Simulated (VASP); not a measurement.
Band structure of ZrSi2 (sg63). Method: PBE GGA with spin-orbit coupling, VASP's PBE PAW potentials (set 64) (plane waves; VASP).

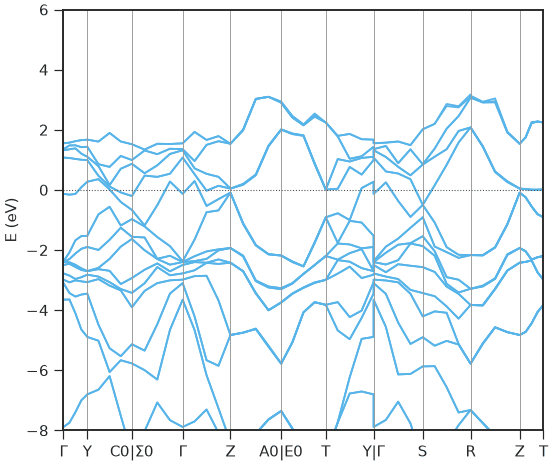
Fig. 1. Bands along high-symmetry lines, zero at the valence-band maximum or, without a gap, the Fermi level

Q: Read the plot: is there a gap, and where are the band edges?

A: It has no gap at this level: it comes out as a metal or semimetal.

The compound is ZrSi2 in the sg63 structure. It was relaxed first.
